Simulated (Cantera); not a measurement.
A closed system holds: 1 mol Pb, 0.041 mol O2, 76 mol N2, held at 36.0 Pa.

Method: chemical equilibrium by Gibbs-energy minimisation in Cantera with the NASA 1993 tables (ideal gas, pure condensed phases). Candidate condensed phases: Pb, PbO, PbO2, Pb3O4; 12 gas species. Equilibrium is a limit: real reactors are often held back by kinetics, nucleation or transport.

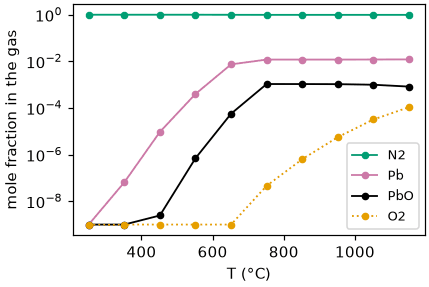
Figure. Equilibrium gas composition (values under 1e-9 drawn at 1e-9)

At 252 °C the condensed part is Pb(s) + PbO(red). From 352 °C to 452 °C the condensed part is Pb(l) + PbO(red). From 552 °C to 652 °C the condensed part is Pb(l) + PbO(yellow). From 752 °C to 1152 °C nothing is condensed.
